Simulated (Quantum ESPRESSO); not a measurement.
# Voltage at the next charge: Ag(100), 5 layers against an electrode

How the rows were computed: Quantum ESPRESSO 7.5, PBE, GBRV ultrasoft; ESM with bc3, a metal electrode 6.95 Å above the top atoms; cell area 8.364 Å²; ions fixed. V is the potential energy of an electron at the electrode over the slab's Fermi level, divided by e, so that it equals the work function at zero charge; positive charge removes electrons.

| charge (e a cell) | V (V) |
| --- | --- |
| 0 | 4.265 |
| 0.0125 | 5.729 |
| 0.0251 | 7.225 |

**Question.** What is V at a charge of 0.0502 e, and what capacitance do the rows imply?

By hand: The last two rows give dV/dq = (7.225 − 5.729)/(0.0251 − 0.0125) = 118.7 V/e, so C = 1602/(8.364 × 118.7) = 1.61 µF/cm², an effective gap of 8.854/1.61 = 5.49 Å. At constant C, V = 7.225 + 118.7 × 0.0251 = 10.21 V.

**The withheld run.** V = 10.252 V; the estimate misses by −0.05 V, 1.5 % of the step. Over the three intervals C goes 1.64, 1.61 and 1.59 µF/cm².

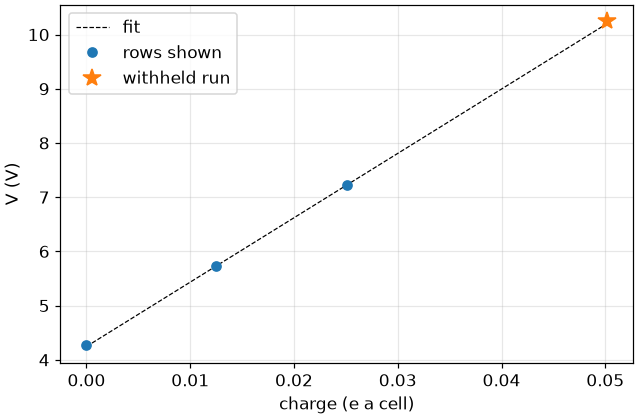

The rows shown, the fit and the withheld run.

**Limits.** Vacuum fills the gap; a dielectric or electrolyte would change C. The slab is thin.
